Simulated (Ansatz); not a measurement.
# BH− (quartet): correlated methods under varied settings at distance B1–H2 = 2.601 Å

Aim: run BH− (quartet) at one geometry under a spread of methods and options, and see what each costs and gives.

The runs use Ansatz 0.2.0, Gaussian basis; the settings change from run to run.

17 further runs of the same task are left out: 11 that didn't finish, 6 set aside as unsound or not needed.

### 1 The system

The geometry derives from a PBE0/def2-TZVPD stationary point (not a proven minimum). One bond is set to the value named and the two fragments are kept rigid.

2 atoms, charge -1, spin multiplicity 4.

Atoms are counted from 1 here; the program's logs count them from 0.

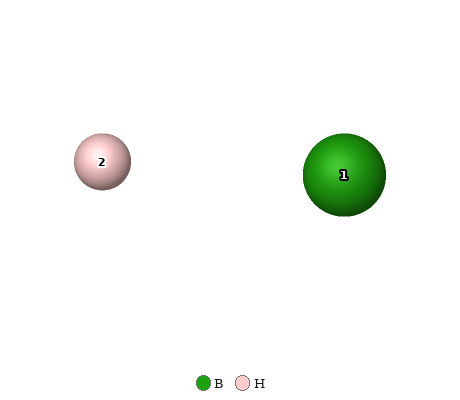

The structure; boron green, hydrogen pink; atoms are numbered from 1 in the order of the file.

### 2 CASSCF(3,8)/def2-SVPD

in.yaml reads:

```yaml
crystal:
  periodic: [false, false, false]
  atoms:
    - {symbol: B, position_ang: [0.000000, 0.000000, 0.000000]}
    - {symbol: H, position_ang: [0.000000, 0.000000, 2.601000]}
basis:
  gaussian: {orbitals: def2-SVPD}
total_charge: -1
magnetization: {spin_polarized: false, initial_magnetization: 3}
correlation: {active_space: {window: {electrons: 3, orbitals: 8}}}
```

Started as:

```
$ ansatz run in.yaml --threads 1 --pin off --events-out ev --progress --plain --max-ram 2393MiB
```

Output:

```text
Functional definition: HF
  name "HF"
  cite "Fock, Z. Phys. 61, 126 (1930) doi:10.1007/BF01340294"
  parent pbe
  exchange = exact_x
  correlation = 0
278 factors; integrals over basis functions are off by at most 6.8e-4 eV
mean field evaluation 1: about -676.5828 eV, gradient 9.8e0 eV
mean field evaluation 2: about -676.5900 eV, gradient 9.7e0 eV
mean field evaluation 4: about -679.0064 eV, gradient 2.8e0 eV
mean field evaluation 8: about -679.3534 eV, gradient 2.7e-1 eV
mean field evaluation 16: about -679.3825 eV, gradient 2.1e-1 eV
mean field evaluation 32: about -678.9338 eV, gradient 4.5e-1 eV
mean field evaluation 64: about -678.9606 eV, gradient 2.0e-1 eV
mean field evaluation 96: about -678.6624 eV, gradient 4.9e0 eV
mean field -679.66515745 eV, -24.9772338429 hartree, gradient 7.8e-6 eV, S^2 3.750000; 9 other end points of the search recorded, 0 dependent functions left out
reference -679.66515745 eV, -24.9772338429 hartree; 5, 2 occupied and 23, 26 virtual orbitals, 278 factors
state -679.86457865 eV, -24.9845624367 hartree
Total energy: -679.86457865 eV, -24.9845624367 hartree
```

Run time: 3.2 s. Hardware: 1 thread of AMD EPYC, shared host.

From the report: 56 determinants; active occupations 1.00, 0.99, 0.99, 0.00, 0.00, 0.00, 0.00, 0.00.

### 3 BCCD on ROHF/aug-cc-pVDZ

in.yaml reads:

```yaml
crystal:
  periodic: [false, false, false]
  atoms:
    - {symbol: B, position_ang: [0.000000, 0.000000, 0.000000]}
    - {symbol: H, position_ang: [0.000000, 0.000000, 2.601000]}
basis:
  gaussian: {orbitals: aug-cc-pVDZ}
total_charge: -1
magnetization: {spin_polarized: false, initial_magnetization: 3}
correlation: {method: bccd, electrons: outside_noble_gas}
```

Launched as before.

Output, shortened:

```text
Functional definition: HF
  name "HF"
  cite "Fock, Z. Phys. 61, 126 (1930) doi:10.1007/BF01340294"
  parent pbe
[...]
313 factors; integrals over basis functions are off by at most 8.1e-4 eV
[...]
mean field -680.77029818 eV, -25.0178470153 hartree, gradient 2.5e-6 eV, S^2 3.750000; 18 other end points of the search recorded, 0 dependent functions left out
[...]
determinant -680.77029818 eV, -25.0178470153 hartree, with singles and doubles -682.98958672 eV, -25.0994043651 hartree
determinant -680.39455370 eV, -25.0040386606 hartree, with singles and doubles -682.59559171 eV, -25.0849253156 hartree
determinant -679.06685528 eV, -24.9552466434 hartree, with singles and doubles -680.91984968 eV, -25.0233429318 hartree
determinant -678.98694485 eV, -24.9523099895 hartree, with singles and doubles -680.86624597 eV, -25.0213730317 hartree
[...]
determinant -678.06484327 eV, -24.9184233815 hartree, with singles and doubles -680.29903666 eV, -25.0005284739 hartree
determinant -677.70961731 eV, -24.9053690681 hartree, with singles and doubles -679.60557496 eV, -24.9750442266 hartree
determinant -680.77029818 eV, -25.0178470153 hartree, with singles and doubles -682.99573671 eV, -25.0996303730 hartree
determinant -680.39455370 eV, -25.0040386606 hartree, with singles and doubles -682.59541231 eV, -25.0849187228 hartree
1 core orbitals not correlated: weight in the atoms' cores, before any rotation towards them, 1.000 or more for the frozen orbitals, at most 0.000 for the correlated occupied ones
reference -680.77029818 eV, -25.0178470153 hartree; 4, 1 occupied and 27, 30 virtual orbitals, 313 factors
second order -1.54063782 eV of doubles, -0.04873470 eV of singles
cycle   1  -2.22772541 eV  change   -2.3e-3 eV  update   1.1e-2
[...]
cycle  14  -2.22111714 eV  change   -2.1e-6 eV  update   3.8e-6
Total energy: -682.99141532 eV, -25.0994715647 hartree
```

Wall time 5.5 s (1 thread of AMD EPYC, shared host).

From the report: correlation -2.2211 eV; largest double amplitude 0.08.

### 4 CCSDT on ROHF/cc-pVDZ

in.yaml reads:

```yaml
crystal:
  periodic: [false, false, false]
  atoms:
    - {symbol: B, position_ang: [0.000000, 0.000000, 0.000000]}
    - {symbol: H, position_ang: [0.000000, 0.000000, 2.601000]}
basis:
  gaussian: {orbitals: cc-pVDZ}
total_charge: -1
magnetization: {spin_polarized: false, initial_magnetization: 3}
correlation: {method: ccsdt, electrons: all}
```

The command is unchanged.

Output, shortened:

```text
Functional definition: HF
  name "HF"
  cite "Fock, Z. Phys. 61, 126 (1930) doi:10.1007/BF01340294"
  parent pbe
[...]
308 factors; integrals over basis functions are off by at most 1.9e-7 eV
[...]
mean field -680.23151375 eV, -24.9980470528 hartree, gradient 1.1e-6 eV, S^2 3.750000; 8 other end points of the search recorded, 0 dependent functions left out
[...]
determinant -680.23151375 eV, -24.9980470528 hartree, with singles and doubles -682.21904561 eV, -25.0710875013 hartree
determinant -679.84903089 eV, -24.9839910668 hartree, with singles and doubles -681.78700839 eV, -25.0552104266 hartree
determinant -680.23151375 eV, -24.9980470528 hartree, with singles and doubles -682.22639038 eV, -25.0713574168 hartree
determinant -679.84903089 eV, -24.9839910668 hartree, with singles and doubles -681.78672208 eV, -25.0551999050 hartree
reference -680.23151375 eV, -24.9980470528 hartree; 5, 2 occupied and 14, 17 virtual orbitals, 308 factors
second order -1.34869477 eV of doubles, -0.06713882 eV of singles
cycle   1  -1.78090042 eV  change   -3.6e-1 eV  update   6.0e-2
[...]
cycle  19  -2.05204016 eV  change    4.9e-7 eV  update   4.2e-7
Total energy: -682.28355391 eV, -25.0734581377 hartree
```

It took 3 s on 1 thread of AMD EPYC, shared host.

From the report: correlation -2.0520 eV; T1 0.041; largest double amplitude 0.12.

### 5 CCSDT(Q)/B on ROHF/aug-cc-pVDZ

in.yaml: that of step 4 with these lines changed.

```diff
@@ -6,5 +6,6 @@
 basis:
-  gaussian: {orbitals: cc-pVDZ}
+  gaussian: {orbitals: aug-cc-pVDZ}
 total_charge: -1
 magnetization: {spin_polarized: false, initial_magnetization: 3}
-correlation: {method: ccsdt, electrons: all}
+correlation: {method: ccsdt_q_b, electrons: outside_noble_gas}
+output: {forces: true}
```

Launched as before.

Output, shortened:

```text
Functional definition: HF
  name "HF"
  cite "Fock, Z. Phys. 61, 126 (1930) doi:10.1007/BF01340294"
  parent pbe
[...]
515 factors; integrals over basis functions are off by at most 2.1e-7 eV
[...]
mean field -680.77030140 eV, -25.0178471337 hartree, gradient 2.6e-6 eV, S^2 3.750000; 18 other end points of the search recorded, 0 dependent functions left out
[...]
determinant -680.77030140 eV, -25.0178471337 hartree, with singles and doubles -682.98958762 eV, -25.0994043981 hartree
determinant -680.39455677 eV, -25.0040387733 hartree, with singles and doubles -682.59559359 eV, -25.0849253847 hartree
determinant -679.06685885 eV, -24.9552467748 hartree, with singles and doubles -680.91972607 eV, -25.0233383893 hartree
determinant -678.98694799 eV, -24.9523101047 hartree, with singles and doubles -680.86623151 eV, -25.0213725004 hartree
[...]
determinant -680.39455677 eV, -25.0040387733 hartree, with singles and doubles -682.59541385 eV, -25.0849187794 hartree
1 core orbitals not correlated: weight in the atoms' cores, before any rotation towards them, 1.000 or more for the frozen orbitals, at most 0.000 for the correlated occupied ones
reference -680.77030140 eV, -25.0178471337 hartree; 4, 1 occupied and 27, 30 virtual orbitals, 515 factors
second order -1.54063726 eV of doubles, -0.04873459 eV of singles
cycle   1  -1.99537886 eV  change   -4.1e-1 eV  update   7.5e-2
[...]
cycle  25  -2.34575835 eV  change    2.6e-7 eV  update   1.8e-7
perturbative correction -0.00419808 eV, -0.0001542764 hartree
[...]
Total energy: -683.12025782 eV, -25.1042064395 hartree
Atom 0 at     0.000000     0.000000     0.000000 Å, force     0.000000     0.000000     0.348859 eV/Å
Atom 1 at     0.000000     0.000000     2.601000 Å, force    -0.000000    -0.000000    -0.348859 eV/Å
Dipole moment:     0.000000     0.000000     0.247902 e Å
```

It took 46 s on 1 thread of AMD EPYC, shared host; peak memory 0.3 GiB.

From the report: correlation -2.3500 eV; T1 0.045; largest double amplitude 0.10.

### 6 CCSDT on UHF/cc-pVTZ-DK

in.yaml reads:

```yaml
crystal:
  periodic: [false, false, false]
  atoms:
    - {symbol: B, position_ang: [0.000000, 0.000000, 0.000000]}
    - {symbol: H, position_ang: [0.000000, 0.000000, 2.601000]}
basis:
  gaussian: {orbitals: cc-pVTZ-DK}
total_charge: -1
magnetization: {spin_polarized: true, initial_magnetization: 3}
hamiltonian: {pseudopotentials: {relativity: scalar}}
correlation: {method: ccsdt, electrons: outside_noble_gas}
output: {forces: true}
```

Same command.

Output, shortened:

```text
Functional definition: HF
  name "HF"
  cite "Fock, Z. Phys. 61, 126 (1930) doi:10.1007/BF01340294"
  parent pbe
[...]
454 factors; integrals over basis functions are off by at most 1.5e-7 eV
[...]
mean field -680.84574433 eV, -25.0206196102 hartree, gradient 8.2e-7 eV, S^2 3.814803; 14 other end points of the search recorded, 0 dependent functions left out
determinant -680.84574433 eV, -25.0206196102 hartree, with singles and doubles -683.08624406 eV, -25.1029564567 hartree
determinant -680.42829503 eV, -25.0052786314 hartree, with singles and doubles -682.67519729 eV, -25.0878507665 hartree
determinant -679.91459234 eV, -24.9864004057 hartree, with singles and doubles -681.60783698 eV, -25.0486259988 hartree
determinant -679.75993518 eV, -24.9807168599 hartree, with singles and doubles -682.27664333 eV, -25.0732041785 hartree
[...]
determinant -680.84574433 eV, -25.0206196102 hartree, with singles and doubles -683.03704022 eV, -25.1011482490 hartree
determinant -680.42829503 eV, -25.0052786314 hartree, with singles and doubles -682.62030161 eV, -25.0858333874 hartree
1 core orbitals not correlated: weight in the atoms' cores, before any rotation towards them, 1.000 or more for the frozen orbitals, at most 0.000 for the correlated occupied ones
reference -680.84574433 eV, -25.0206196102 hartree; 4, 1 occupied and 39, 42 virtual orbitals, 454 factors
second order -1.62133598 eV of doubles, -0.00000000 eV of singles
cycle   1  -1.96014774 eV  change   -3.4e-1 eV  update   6.4e-2
[...]
cycle  25  -2.29817834 eV  change    1.7e-7 eV  update   1.2e-7
[...]
Total energy: -683.14392266 eV, -25.1050761063 hartree
Relativity: scalar
Atom 0 at     0.000000     0.000000     0.000000 Å, force     0.000000     0.000000     0.454671 eV/Å
Atom 1 at     0.000000     0.000000     2.601000 Å, force     0.000000     0.000000    -0.454671 eV/Å
Dipole moment:    -0.000000    -0.000000     0.229883 e Å
```

Wall time 81 s (1 thread of AMD EPYC, shared host); peak memory 0.37 GiB.

From the report: ⟨S²⟩ of the determinant 3.815 (pure quartet: 3.75); correlation -2.2982 eV; T1 0.034; largest double amplitude 0.10.

### 7 All runs side by side

Where basis and cores are those of an earlier FCI/aug-cc-pVDZ run (-683.1213 eV), and the state is the same kind, the miss against it is given.

```csv
level,correlated,functions,energy (eV),from FCI (meV),time
"CASSCF(3,8)/def2-SVPD",,28,-679.8646,,3.2 s
BCCD on ROHF/aug-cc-pVDZ,outside noble gas,32,-682.9914,129.8,5.5 s
CCSDT on ROHF/cc-pVDZ,all,19,-682.2836,,3 s
CCSDT(Q)/B on ROHF/aug-cc-pVDZ,outside noble gas,32,-683.1203,1.0,46 s
CCSDT on UHF/cc-pVTZ-DK (relativity set),outside noble gas,44,-683.1439,,81 s
```

### 8 Outcome

```
quantity                                           value
    runs                                               5
quickest                      CCSDT on ROHF/cc-pVDZ, 3 s
 slowest  CCSDT on UHF/cc-pVTZ-DK (relativity set), 81 s
```

Total energies in different bases, with other cores or another treatment of relativity can't be set against each other. CCSDT on UHF/cc-pVTZ-DK (relativity set) took 27 times as long as CCSDT on ROHF/cc-pVDZ; the jobs differ in more than the method. Among the correlated runs with a miss given, it spans +1 to +130 meV.
